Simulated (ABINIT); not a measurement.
## KBr (Fm-3m): G0W0 with ABINIT, start to end

How does a plane-wave GW calculation on KBr (Fm-3m) run from the first input to the gap?

Calculated with ABINIT 10.8.3; PBE and many-body steps on it, plane waves.

**1. The starting structure**

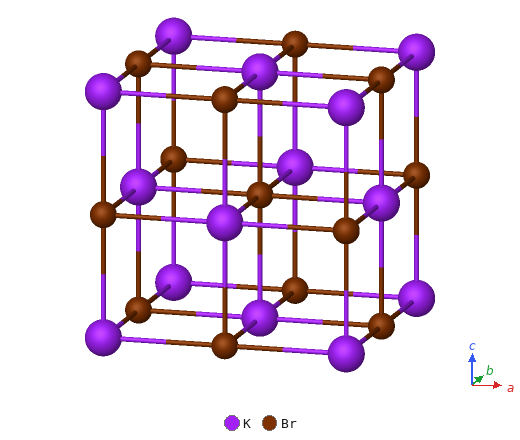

The starting structure, seen slightly off an axis (potassium purple, bromine brown). This picture shows the conventional cell, with its axes. Some periodic images of atoms are drawn too.

Structure file:

```cif
data_structure
_symmetry_space_group_name_H-M 'P 1'
_symmetry_Int_Tables_number 1
_cell_length_a 4.6669
_cell_length_b 4.6669
_cell_length_c 4.6669
_cell_angle_alpha 60.000
_cell_angle_beta 60.000
_cell_angle_gamma 60.000
_cell_volume 71.87
loop_
_atom_site_label
_atom_site_type_symbol
_atom_site_fract_x
_atom_site_fract_y
_atom_site_fract_z
_atom_site_occupancy
K1 K 0.00000 0.00000 0.00000 1
Br2 Br 0.50000 0.50000 0.50000 1
```

The cell and positions come from the Crystallography Open Database and are kept as given unless a step says otherwise.

**2. Ground state**

This step: ABINIT 10.8.3; DFT, PBE, plane waves, norm-conserving pseudopotentials.

The ground-state density comes first.

The input, run.abi:

```
acell 3*1.0 Angstrom
rprim 
  0.000000000000 3.300000000000 3.300000000000
  3.300000000000 0.000000000000 3.300000000000
  3.300000000000 3.300000000000 0.000000000000
ntypat 2
znucl 19 35
natom 2
typat 1 2
xred 
  0.000000000000 0.000000000000 0.000000000000
  0.500000000000 0.500000000000 0.500000000000
pp_dirpath "pseudos"
pseudos "K.upf, Br.upf"
ecut 33
ngkpt 6 6 6
nshiftk 1
shiftk 0 0 0
kptopt 1
chksymbreak 0
nband 13
occopt 1
tolvrs 1e-10
nstep 60
prtwf 0
optforces 0
optstress 0
indata_prefix "in"
outdata_prefix "out"
tmpdata_prefix "tmp"
```

Run with:

```
> OMP_NUM_THREADS=1 mpirun -n 8 abinit run.abi > log
```

Numbers of over 12 decimals in the logs are rounded to 6 here.

The log of the run:

```text
.Version 10.8.3 of ABINIT. v10.8.2 released Aug 2026.

 Symmetries : space group Fm -3 m (#225); Bravais cF (face-center cubic)
================================================================================
 Values of the parameters that define the memory need of the present run
     intxc =       0    ionmov =       0      iscf =       7    lmnmax =       6
     lnmax =       6     mgfft =      48  mpssoang =       3    mqgrid =    3001
     natom =       2  nloc_mem =       1    nspden =       1   nspinor =       1
    nsppol =       1      nsym =      48    n1xccc =    2501    ntypat =       2
    occopt =       1   xclevel =       2
-    mband =          13        mffmem =           1         mkmem =           2
       mpw =        4419          nfft =      110592          nkpt =          16
================================================================================
  Rough estimation (10% accuracy) of disk space for files :
================================================================================

--------------------------------------------------------------------------------
------------- Echo of variables that govern the present computation ------------
--------------------------------------------------------------------------------
 -outvars: echo values of preprocessed input variables --------
            acell      1.8897261259E+00  1.8897261259E+00  1.8897261259E+00 Bohr

      chksymbreak           0
             ecut      3.30000000E+01 Hartree
-          fftalg         312

              ixc     -101130
              kpt      0.00000000E+00  0.00000000E+00  0.00000000E+00
                       1.66666667E-01  0.00000000E+00  0.00000000E+00
                       3.33333333E-01  0.00000000E+00  0.00000000E+00
                       5.00000000E-01  0.00000000E+00  0.00000000E+00
                       1.66666667E-01  1.66666667E-01  0.00000000E+00
                       3.33333333E-01  1.66666667E-01  0.00000000E+00
                       5.00000000E-01  1.66666667E-01  0.00000000E+00
                      -3.33333333E-01  1.66666667E-01  0.00000000E+00
                      -1.66666667E-01  1.66666667E-01  0.00000000E+00
   [... 5 further rows ...]
                      -3.33333333E-01  3.33333333E-01  1.66666667E-01
                      -3.33333333E-01  5.00000000E-01  1.66666667E-01
         kptrlatt        6    0    0      0    6    0      0    0    6
          kptrlen      5.29150311E+01
P           mkmem           2
            natom           2
            nband          13
            ngfft          48      48      48
             nkpt          16
            nstep          60
             nsym          48
           ntypat           2
              occ      2.000000  2.000000  2.000000  2.000000  2.000000  2.000000
                       2.000000  2.000000  0.000000  0.000000  0.000000  0.000000
                       0.000000
        optforces           0
        optstress           0
            prtwf           0
            rprim      0.0000000000E+00  3.3000000000E+00  3.3000000000E+00
[...]
spgroup         225

           tolvrs      1.00000000E-10

             xred      0.0000000000E+00  0.0000000000E+00  0.0000000000E+00
[...]
znucl       19.00000   35.00000

================================================================================

 chkinp: Checking input parameters for consistency.

================================================================================
== DATASET  1 ==================================================================
-   mpi_nproc: 8, omp_nthreads: 1 (-1 if OMP is not activated)

--- !DatasetInfo
iteration_state: {dtset: 1, }
dimensions: {natom: 2, nkpt: 16, mband: 13, nsppol: 1, nspinor: 1, nspden: 1, mpw: 4419, }
cutoff_energies: {ecut:  33.0, pawecutdg:  -1.0, }
electrons: {nelect:   1.60000000E+01, charge:   0.00000000E+00, occopt:   1.00000000E+00, tsmear:   1.00000000E-02, }

 Real(R)+Recip(G) space primitive vectors, cartesian coordinates (Bohr,Bohr^-1):
 R(1)=  0.0000000  6.2360962  6.2360962  G(1)= -0.0801784  0.0801784  0.0801784
 R(2)=  6.2360962  0.0000000  6.2360962  G(2)=  0.0801784 -0.0801784  0.0801784
 R(3)=  6.2360962  6.2360962  0.0000000  G(3)=  0.0801784  0.0801784 -0.0801784
 Unit cell volume ucvol=  4.8502979E+02 bohr^3
 Angles (23,13,12)=  6.00000000E+01  6.00000000E+01  6.00000000E+01 degrees

 getcut: wavevector=  0.0000  0.0000  0.0000  ngfft=  48  48  48
         ecut(hartree)=     33.000   => boxcut(ratio)=   2.10471

--- Pseudopotential description ------------------------------------------------
- K Generated using ONCVPSP code by D. R. Hamann
- 19.00000   9.00000  171031                  znucl, zion, pspdat
12 -101130 2 -1 2222                          pspcod,pspxc,lmax,lloc,mmax
     nproj     2     2     2
  pspatm : epsatm=    8.42413758
         --- l  ekb(1:nproj) -->
[...]
pspatm: atomic psp has been read  and splines computed

- Br Generated using ONCVPSP code by D. R. Hamann
- 35.00000   7.00000  171031                  znucl, zion, pspdat
12 -101130 2 -1 1098                          pspcod,pspxc,lmax,lloc,mmax
     nproj     2     2     2
  pspatm : epsatm=   11.64859065
         --- l  ekb(1:nproj) -->
[...]
2    2.589748    0.385882
 pspatm: atomic psp has been read  and splines computed

   3.21163652E+02                                ecore*ucvol(ha*bohr**3)
--------------------------------------------------------------------------------

_setup2: Arith. and geom. avg. npw (full set) are    4389.931    4389.903

================================================================================

--- !BeginCycle
iteration_state: {dtset: 1, }
solver: {iscf: 7, nstep: 60, nline: 4, wfoptalg: 0, }
tolerances: {tolvrs: 1.00E-10, }

     iter   Etot(hartree)      deltaE(h)  residm     vres2
 ETOT  1  -45.896533002083    -4.590E+01 2.902E-02 1.113E+02
 ETOT  2  -45.917749475748    -2.122E-02 1.194E-02 4.889E+00
 ETOT  3  -45.918052836450    -3.034E-04 3.477E-03 6.350E-01
 ETOT  4  -45.918064335551    -1.150E-05 1.884E-03 5.653E-02
 ETOT  5  -45.918065412445    -1.077E-06 5.376E-04 2.635E-04
 ETOT  6  -45.918065424610    -1.216E-08 5.991E-04 1.038E-05
 ETOT  7  -45.918065425260    -6.493E-10 2.477E-04 2.974E-07
 ETOT  8  -45.918065425276    -1.602E-11 2.684E-04 1.420E-08
 ETOT  9  -45.918065425280    -4.107E-12 1.316E-04 3.562E-10
 ETOT 10  -45.918065425279     6.395E-13 1.368E-04 4.176E-12

 At SCF step   10       vres2   =  4.18E-12 < tolvrs=  1.00E-10 =>converged.

--- !ResultsGS
iteration_state: {dtset: 1, }
comment   : Summary of ground state results
lattice_vectors:
- [  0.0000000,   6.2360962,   6.2360962, ]
- [  6.2360962,   0.0000000,   6.2360962, ]
- [  6.2360962,   6.2360962,   0.0000000, ]
lattice_lengths: [   8.81917,    8.81917,    8.81917, ]
lattice_angles: [ 60.000,  60.000,  60.000, ] # degrees, (23, 13, 12)
lattice_volume:   4.8502979E+02
convergence: {deltae:  6.395E-13, res2:  4.176E-12, residm:  1.368E-04, diffor:  0.000E+00, }
etotal    :  -4.59180654E+01
entropy   :   0.00000000E+00
fermie    :  -3.52625943E-04
cartesian_stress_tensor: null
pressure_GPa: null
xred      :
- [  0.0000E+00,   0.0000E+00,   0.0000E+00,  K]
- [  5.0000E-01,   5.0000E-01,   5.0000E-01, Br]
cartesian_forces: null
force_length_stats: {min: null, max: null, mean: null, }

 Integrated electronic density in atomic spheres:
 ------------------------------------------------
 Atom  Sphere_radius  Integrated_density
    1        2.00000          6.94495158
    2        2.00000          4.26138396
================================================================================

 ----iterations are completed or convergence reached----

 Mean square residual over all n,k,spin=   19.356E-07; max=  13.676E-05
 reduced coordinates (array xred) for    2 atoms
       0.000000000000      0.000000000000      0.000000000000
       0.500000000000      0.500000000000      0.500000000000
 rms dE/dt=  0.0000E+00; max dE/dt=  0.0000E+00; dE/dt below (all hartree)
    1       0.000000000000      0.000000000000      0.000000000000
    2       0.000000000000      0.000000000000      0.000000000000

 cartesian coordinates (angstrom) at end:
    1      0.000000     0.000000     0.000000
    2      3.300000     3.300000     3.300000
 length scales=  1.889726125908  1.889726125908  1.889726125908 bohr
              =  1.000000000000  1.000000000000  1.000000000000 angstroms
 prteigrs : about to open file out_EIG
 Fermi (or HOMO) energy (hartree) =  -0.00035   Average Vxc (hartree)=  -0.27531
 Eigenvalues (hartree) for nkpt=  16  k points:
 kpt#   1, nband= 13, wtk=  0.00463, kpt=  0.0000  0.0000  0.0000 (reduced coord)
  -1.02119   -0.45217   -0.41398   -0.41398   -0.41398   -0.00035   -0.00035   -0.00035
   0.16266    0.27924    0.27924    0.27924    0.30932
 prteigrs : prtvol=0 or 1, do not print more k-points.

--- !EnergyTerms
iteration_state     : {dtset: 1, }
comment             : Components of total free energy in Hartree
kinetic             :  1.47106268478858E+01
hartree             :  9.64140982858144E+00
xc                  : -1.16279806293620E+01
Ewald energy        : -2.93989375638298E+01
psp_core            :  6.62152419120556E-01
local_psp           : -3.62980512104498E+01
non_local_psp       :  6.39271488277462E+00
total_energy        : -4.59180654252792E+01
total_energy_eV     : -1.24949421395550E+03
band_energy         : -5.54150272413993E+00

== END DATASET(S) ==============================================================
================================================================================

 -outvars: echo values of variables after computation  --------
           etotal     -4.5918065425E+01
            nband          13
             nkpt          16
          spgroup         225
 [... the other variables as echoed above ...]

 Calculation completed.
```

The job ended after 5.5 s (8 MPI ranks of Arm Neoverse V2, shared host; peak memory 0.65 GiB; 43 s of CPU time).

This step gave:

```yaml
total_energy: -1249.4942 eV
gap: 4.436 eV
k_of_the_valence_top: 0, 0, 0
k_of_the_conduction_bottom: 0, 0, 0
least_direct_gap: 4.436 eV
```

The gap is direct, at Γ.

**3. Bands along the symmetry lines**

Levels along a band path, at the cheap level, show where the edges lie and whether the meshes to come will hold them.

The input, run.abi:

```
acell 3*1.0 Angstrom
rprim 
  0.000000000000 3.300000000000 3.300000000000
  3.300000000000 0.000000000000 3.300000000000
  3.300000000000 3.300000000000 0.000000000000
ntypat 2
znucl 19 35
natom 2
typat 1 2
xred 
  0.000000000000 0.000000000000 0.000000000000
  0.500000000000 0.500000000000 0.500000000000
pp_dirpath "pseudos"
pseudos "K.upf, Br.upf"
ecut 33
iscf -2
irdden 1
kptopt 0
nkpt 50
kpt 
  0.00000000 0.00000000 0.00000000
  0.06250000 0.00000000 0.06250000
  0.12500000 0.00000000 0.12500000
  0.18750000 0.00000000 0.18750000
  0.25000000 0.00000000 0.25000000
  0.31250000 0.00000000 0.31250000
  0.37500000 0.00000000 0.37500000
  0.43750000 0.00000000 0.43750000
  0.50000000 0.00000000 0.50000000
  0.51562500 0.03125000 0.51562500
  0.53125000 0.06250000 0.53125000
  0.54687500 0.09375000 0.54687500
  0.56250000 0.12500000 0.56250000
  0.57812500 0.15625000 0.57812500
  0.59375000 0.18750000 0.59375000
  0.60937500 0.21875000 0.60937500
  0.62500000 0.25000000 0.62500000
  0.37500000 0.37500000 0.75000000
  0.32812500 0.32812500 0.65625000
  0.28125000 0.28125000 0.56250000
  0.23437500 0.23437500 0.46875000
  0.18750000 0.18750000 0.37500000
  0.14062500 0.14062500 0.28125000
  0.09375000 0.09375000 0.18750000
  0.04687500 0.04687500 0.09375000
  0.00000000 0.00000000 0.00000000
  0.06250000 0.06250000 0.06250000
  0.12500000 0.12500000 0.12500000
  0.18750000 0.18750000 0.18750000
  0.25000000 0.25000000 0.25000000
  0.31250000 0.31250000 0.31250000
  0.37500000 0.37500000 0.37500000
  0.43750000 0.43750000 0.43750000
  0.50000000 0.50000000 0.50000000
  0.50000000 0.46875000 0.53125000
  0.50000000 0.43750000 0.56250000
  0.50000000 0.40625000 0.59375000
  0.50000000 0.37500000 0.62500000
  0.50000000 0.34375000 0.65625000
  0.50000000 0.31250000 0.68750000
  0.50000000 0.28125000 0.71875000
  0.50000000 0.25000000 0.75000000
  0.50000000 0.21875000 0.71875000
  0.50000000 0.18750000 0.68750000
  0.50000000 0.15625000 0.65625000
  0.50000000 0.12500000 0.62500000
  0.50000000 0.09375000 0.59375000
  0.50000000 0.06250000 0.56250000
  0.50000000 0.03125000 0.53125000
  0.50000000 0.00000000 0.50000000
istwfk *1
nband 15
nbdbuf 2
tolwfr 1e-08
nstep 40
prtwf 0
prtvol 0
indata_prefix "in"
outdata_prefix "out"
tmpdata_prefix "tmp"
```

The log of the run:

```text
.Version 10.8.3 of ABINIT. v10.8.2 released Aug 2026.

 Symmetries : space group Fm -3 m (#225); Bravais cF (face-center cubic)
[... echo of the input left out ...]
== DATASET  1 ==================================================================
-   mpi_nproc: 8, omp_nthreads: 1 (-1 if OMP is not activated)

--- !DatasetInfo
iteration_state: {dtset: 1, }
dimensions: {natom: 2, nkpt: 50, mband: 15, nsppol: 1, nspinor: 1, nspden: 1, mpw: 4477, }
cutoff_energies: {ecut:  33.0, pawecutdg:  -1.0, }
electrons: {nelect:   1.60000000E+01, charge:   0.00000000E+00, occopt:   1.00000000E+00, tsmear:   1.00000000E-02, }

 Real(R)+Recip(G) space primitive vectors, cartesian coordinates (Bohr,Bohr^-1):
 R(1)=  0.0000000  6.2360962  6.2360962  G(1)= -0.0801784  0.0801784  0.0801784
 R(2)=  6.2360962  0.0000000  6.2360962  G(2)=  0.0801784 -0.0801784  0.0801784
 R(3)=  6.2360962  6.2360962  0.0000000  G(3)=  0.0801784  0.0801784 -0.0801784
 Unit cell volume ucvol=  4.8502979E+02 bohr^3
 Angles (23,13,12)=  6.00000000E+01  6.00000000E+01  6.00000000E+01 degrees

 getcut: wavevector=  0.0000  0.0000  0.0000  ngfft=  48  48  48
         ecut(hartree)=     33.000   => boxcut(ratio)=   2.10471

--- Pseudopotential description ------------------------------------------------
- K Generated using ONCVPSP code by D. R. Hamann
- 19.00000   9.00000  171031                  znucl, zion, pspdat
12 -101130 2 -1 2222                          pspcod,pspxc,lmax,lloc,mmax
     nproj     2     2     2
  pspatm : epsatm=    8.42413758
         --- l  ekb(1:nproj) -->
             0   10.871123    0.806704
             1    4.379001    0.553647
             2   -3.405842   -1.029115
 pspatm: atomic psp has been read  and splines computed

- Br Generated using ONCVPSP code by D. R. Hamann
- 35.00000   7.00000  171031                  znucl, zion, pspdat
12 -101130 2 -1 1098                          pspcod,pspxc,lmax,lloc,mmax
     nproj     2     2     2
  pspatm : epsatm=   11.64859065
         --- l  ekb(1:nproj) -->
[...]
pspatm: atomic psp has been read  and splines computed

--------------------------------------------------------------------------------

================================================================================
 prteigrs : about to open file out_EIG
 Non-SCF case, kpt    1 (  0.00000  0.00000  0.00000), residuals and eigenvalues=
  3.99E-09  7.97E-09  2.33E-09  3.70E-09  8.22E-09  3.70E-09  5.31E-09  6.01E-09
  5.68E-09  4.22E-09  6.53E-09  8.10E-09  3.46E-09  7.47E-09  2.30E-08
 -1.0212E+00 -4.5217E-01 -4.1398E-01 -4.1398E-01 -4.1398E-01 -3.5263E-04
 -3.5263E-04 -3.5263E-04  1.6266E-01  2.7924E-01  2.7924E-01  2.7924E-01
[...]
Non-SCF case, kpt    2 (  0.06250  0.00000  0.06250), residuals and eigenvalues=
  7.31E-09  2.21E-09  3.06E-09  8.49E-09  3.73E-09  5.15E-09  2.93E-09  7.07E-09
[...]
2.69E-09  3.86E-09  4.71E-09  5.47E-09  4.86E-09  4.97E-09  4.35E-09  7.71E-09
  9.78E-09  8.46E-09  5.05E-09  5.72E-09  5.43E-09  6.40E-09  4.33E-07
[...]
Non-SCF case, kpt   49 (  0.50000  0.03125  0.53125), residuals and eigenvalues=
[...]
Non-SCF case, kpt   50 (  0.50000  0.00000  0.50000), residuals and eigenvalues=
[...]
-1.0209E+00 -4.4859E-01 -4.1730E-01 -4.1530E-01 -4.1530E-01 -3.0181E-02
 -1.0823E-02 -1.0823E-02  2.1537E-01  2.6434E-01  3.4341E-01  3.4894E-01
[...]
--- !ResultsGS
iteration_state: {dtset: 1, }
comment   : Summary of ground state results
lattice_vectors:
- [  0.0000000,   6.2360962,   6.2360962, ]
- [  6.2360962,   0.0000000,   6.2360962, ]
- [  6.2360962,   6.2360962,   0.0000000, ]
lattice_lengths: [   8.81917,    8.81917,    8.81917, ]
lattice_angles: [ 60.000,  60.000,  60.000, ] # degrees, (23, 13, 12)
lattice_volume:   4.8502979E+02
convergence: {deltae:  0.000E+00, res2:  0.000E+00, residm:  9.978E-09, diffor:  0.000E+00, }
etotal    :  -4.59180654E+01
entropy   :   0.00000000E+00
fermie    :  -3.52625943E-04
cartesian_stress_tensor: null
pressure_GPa: null
xred      :
- [  0.0000E+00,   0.0000E+00,   0.0000E+00,  K]
- [  5.0000E-01,   5.0000E-01,   5.0000E-01, Br]
cartesian_forces: null
force_length_stats: {min: null, max: null, mean: null, }

 Integrated electronic density in atomic spheres:
 ------------------------------------------------
 Atom  Sphere_radius  Integrated_density
[...]
================================================================================

 ----iterations are completed or convergence reached----

 Mean square residual over all n,k,spin=   61.973E-10; max=  99.776E-10
 reduced coordinates (array xred) for    2 atoms
       0.000000000000      0.000000000000      0.000000000000
       0.500000000000      0.500000000000      0.500000000000

 cartesian coordinates (angstrom) at end:
    1      0.000000     0.000000     0.000000
    2      3.300000     3.300000     3.300000
 length scales=  1.889726125908  1.889726125908  1.889726125908 bohr
              =  1.000000000000  1.000000000000  1.000000000000 angstroms
 prteigrs : about to open file out_EIG
 Eigenvalues (hartree) for nkpt=  50  k points:
 kpt#   1, nband= 15, wtk=  1.00000, kpt=  0.0000  0.0000  0.0000 (reduced coord)
[...]
kpt#   2, nband= 15, wtk=  1.00000, kpt=  0.0625  0.0000  0.0625 (reduced coord)
[...]
kpt#   3, nband= 15, wtk=  1.00000, kpt=  0.1250  0.0000  0.1250 (reduced coord)
[...]
kpt#  49, nband= 15, wtk=  1.00000, kpt=  0.5000  0.0313  0.5313 (reduced coord)
  -1.02093   -0.44874   -0.41728   -0.41532   -0.41510   -0.03004   -0.01119   -0.01107
   0.21637    0.26555    0.34414    0.34666    0.35382    0.39343    0.39460
 kpt#  50, nband= 15, wtk=  1.00000, kpt=  0.5000  0.0000  0.5000 (reduced coord)
  -1.02093   -0.44859   -0.41730   -0.41530   -0.41530   -0.03018   -0.01082   -0.01082
   0.21537    0.26434    0.34341    0.34894    0.35447    0.39339    0.39339

== END DATASET(S) ==============================================================
================================================================================

 -outvars: echo values of variables after computation  --------
            nband          15
             nkpt          50
          spgroup         225
 [... the other variables as echoed above ...]

 Calculation completed.
```

Elapsed: 13 s, on 8 MPI ranks; peak memory 0.56 GiB.

This step gave:

| Property | Result |
| --- | --- |
| gap | 4.436 eV |
| k of the valence top | 0, 0, 0 |
| k of the conduction bottom | 0, 0, 0 |
| least direct gap | 4.436 eV |

The gap is 4.436 eV, as in the run before at this level.

Electronic bands along the path, in eV, zero at the top of the highest filled band; v1 is the highest filled band, c1 the lowest empty one:

```tsv
point	v4	v3	v2	v1	c1	c2	c3	c4
Γ	-11.26	0.00	0.00	0.00	4.44	7.61	7.61	7.61
X	-11.29	-0.81	-0.28	-0.28	5.87	7.20	9.35	9.50
U	-11.18	-0.69	-0.64	-0.33	6.59	8.16	8.46	9.16
jump to K	-11.18	-0.69	-0.64	-0.33	6.59	8.16	8.46	9.16
Γ	-11.26	0.00	0.00	0.00	4.44	7.61	7.61	7.61
L	-11.01	-1.18	-0.33	-0.33	6.59	8.23	9.74	9.74
W	-11.16	-0.59	-0.59	-0.54	7.39	7.39	8.26	8.99
X	-11.29	-0.81	-0.28	-0.28	5.87	7.20	9.35	9.50
```

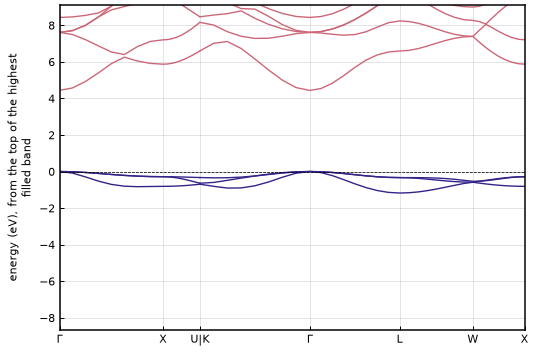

Electronic bands along the path; lines of filled and empty bands in two colours.

[end of part 1 of 2]

[Paths, hosts, dates, memory and timing lines, banners, echoed tables and standing remarks are left out of the program output.]

[Logs are printed without paths, hosts, clocks, repeated set-up lines and the standing remarks that a program may print on its own settings, such as how far it seeks lower states.]

[Runs of the session that timed out or met a known fault of the program may be left out.]

[Hosts, paths, dates, database ids (printed as entryN), source tags and the programs' standing remarks are cut or masked in the printed files.]

[G0W0 gaps are taken among the corrected bands and points alone; a level outside them can change the order at an edge.]

[Where Ansatz stands beside ABINIT at settings called matched, ABINIT's density can come from a denser mesh and the files from another edition; pairs whose starting gaps differed by over 0.03 eV were left out, so agreement reads better than it is.]
